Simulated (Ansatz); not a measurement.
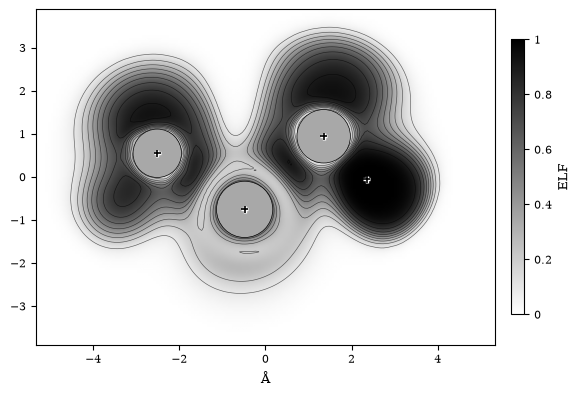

The ELF on a plane through atoms (crosses mark nuclei in the plane; grey discs cover the cores).

Theory: RKS PBE0-D4/def2-TZVPP in Ansatz 0.2.0.

Candidates:
A. CH4B2O2 (SMILES BOB1CO1)
B. C3H8Si (SMILES [SiH3]C1CC1)
C. H5PSSn (SMILES [PH2][SnH2][SH])

Q: Which candidate gave the map?

A: Candidate C: H5PSSn on the plane of atoms P1, Sn2 and S3, which holds P, Sn, S and H. Sn–S (2.41 Å): the ELF peaks at about 0.85 in the valence shell of S, 0.9 Å from its nucleus, and drops to about 0.20 between the two atoms. Sn–P (2.50 Å): the ELF peaks at about 0.90 between the atoms, as expected for a covalent bond.
